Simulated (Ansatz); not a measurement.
## Electronic structure of BFH₆OSi₂ (SMILES FBO[SiH2][SiH3]) in real space

Input file:

```
crystal:
  periodic: [false, false, false]
  atoms:
    - symbol: B
      position_ang: [1.144060, -2.524803, -0.729550]
    - symbol: F
      position_ang: [0.312397, -3.047108, 0.181428]
    - symbol: O
      position_ang: [0.774096, -1.443333, -1.428825]
    - symbol: Si
      position_ang: [-0.599791, -0.446744, -1.487141]
    - symbol: Si
      position_ang: [-2.263351, -1.130244, 0.032518]
    - symbol: H
      position_ang: [2.213424, -3.050170, -0.894609]
    - symbol: H
      position_ang: [-0.134879, 0.936722, -1.189576]
    - symbol: H
      position_ang: [-1.100165, -0.493298, -2.889330]
    - symbol: H
      position_ang: [-1.752113, -1.069250, 1.430624]
    - symbol: H
      position_ang: [-2.725833, -2.510789, -0.283725]
    - symbol: H
      position_ang: [-3.418151, -0.190386, -0.101878]
basis:
  gaussian:
    orbitals: def2-TZVPD
magnetization:
  spin_polarized: false
hamiltonian:
  xc: {name: PBE0}
output:
  forces: true
  orbitals: {seedname: orbitals}
```

Launched as:

```sh
ansatz run input.yaml --threads 2 --pin off --max-ram 4350MiB --events-out events.jsonl --progress --plain --runs-dir runs
```

Geometry: B3LYP-D3(BJ)/def2-SVP.

Method: isolated molecule in a Gaussian basis; Kohn-Sham density functional theory, functional PBE0 (Ansatz).

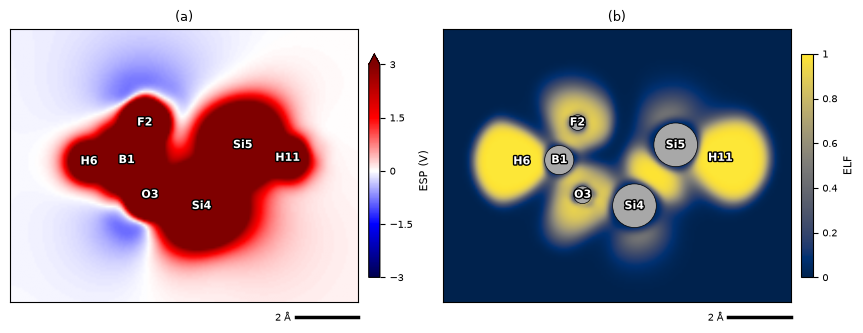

Figure 1. (a) molecular electrostatic potential; (b) electron localisation function on the plane of atoms F2, B1 and H6. Grey discs cover the atomic cores in the ELF map.

Q: What do the fields say about this system?

A: The plane passes through B, F, O, Si and H nuclei. B–F (1.34 Å): the ELF peaks at about 0.85 between the atoms (a polar covalent bond). B–O (1.34 Å): the ELF peaks at about 0.85 between the atoms (a short, strongly polar bond). Si–O (1.70 Å): the ELF peaks at about 0.85 between the atoms (a shared but strongly polarised pair). Si–Si (2.35 Å): the ELF peaks at about 1 between the atoms; localised, covalent bonding. B–H (1.20 Å): the ELF climbs to about 1 towards the hydrogen, as it does in any bond to H; an ordinary covalent bond to hydrogen. The ELF also peaks beside O3 and F2, away from the bonds: lone-pair regions. Outside the dense part of the molecule the potential is most negative (−0.9 V) near O3.

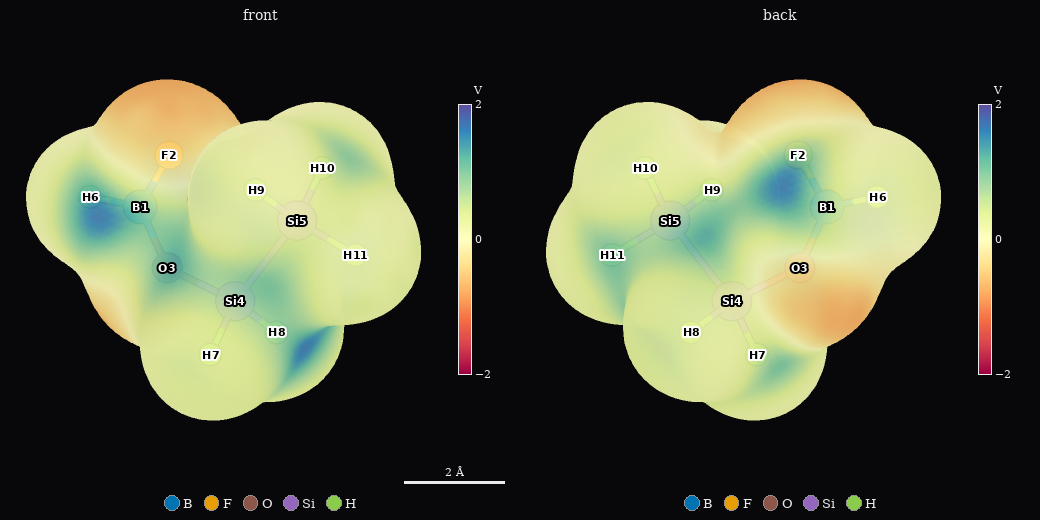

Figure 2. The molecular electrostatic potential painted on the density surface at 0.002 e/bohr³, seen from the front and from behind; the colour scale runs from red (negative) to blue (positive).

Q: Describe the electrostatic potential map.

A: The most negative region (about −0.8 V) lies over F2 and O3, the most positive (about +1.6 V) over B1 and Si4.

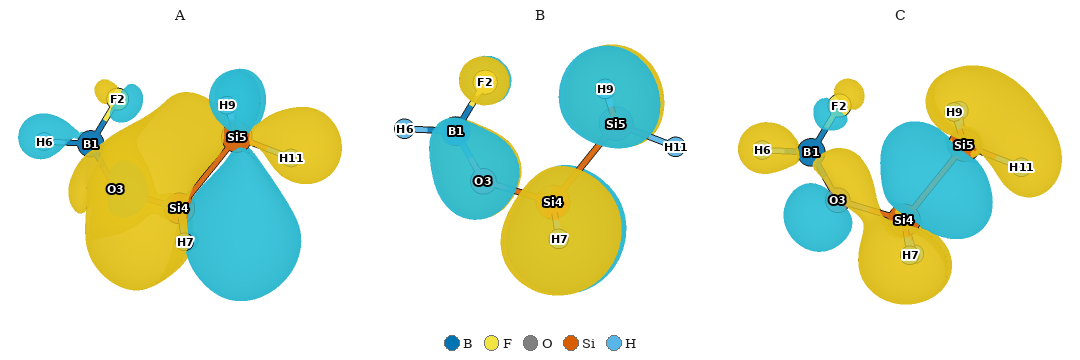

Figure 3. Three frontier orbitals at ±0.05 Å⁻³ᐟ² (yellow and cyan are the two phases), in no order.

Q: Which picture is the HOMO−1, the HOMO and the LUMO?

A: B is the HOMO−1 (−9.43 eV). It lies mainly on Si4 (about 25 %), H8 (about 20 %), H7 (about 20 %), O3 (about 15 %) and Si5 (about 10 %). C is the HOMO (−8.26 eV). Its weight (Hirshfeld) is mainly on Si5 (about 35 %), Si4 (about 30 %) and O3 (about 10 %). A is the LUMO (−0.54 eV). By Hirshfeld shares it lies mainly on Si4 (about 45 %), Si5 (about 20 %), O3 (about 5 %) and B1 (about 5 %).

Q: What is the HOMO–LUMO gap?

A: 7.72 eV between the orbital energies.
